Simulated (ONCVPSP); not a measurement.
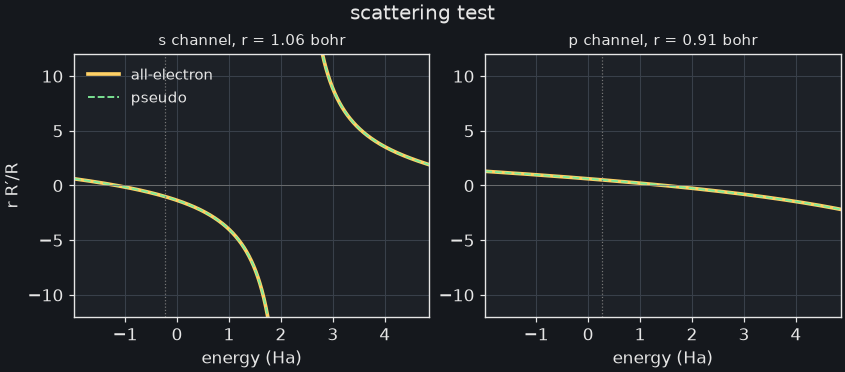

Logarithmic derivatives r R′/R at the test radius against energy, all-electron atom (solid) and pseudo-atom (dashed). Here R(r) is the radial function. The dotted line marks the reference energy of the channel.

```json
{
  "Element": "H (Z = 1)",
  "Generator": "ONCVPSP 4.0.1",
  "Type": "optimised norm-conserving Vanderbilt (ONCV)",
  "Functional": "LDA (Perdew-Zunger)",
  "Relativity": "scalar-relativistic",
  "Frozen core": "none",
  "Valence charge": "1",
  "Reference configuration": "1s1",
  "Partial waves": "1s: rc 1.05 bohr, ncon 3, nbas 6, qcut 7.5 1/bohr, 3 projectors, debl 2.2 Ha; p scattering state at 0.26 Ha: rc 0.90 bohr, ncon 4, nbas 8, qcut 9 1/bohr, 2 projectors, debl 3.5 Ha",
  "Local potential": "polynomial inside 0.85 bohr (lpopt 5, dvloc0 4 Ha)",
  "Core correction": "none"
}
```

### Does the potential have spurious states?

The plot shows none: pseudo and all-electron curves have the same branches in all channels drawn. The separate test gives: no bound ghost flagged; no localised positive-energy state flagged.

### Where are the poles, the energies at which the radial function vanishes at the test radius?

s: all-electron at 2.2 Ha, pseudo at 2.2 Ha; p: all-electron at no energy in the range, pseudo at no energy in the range.
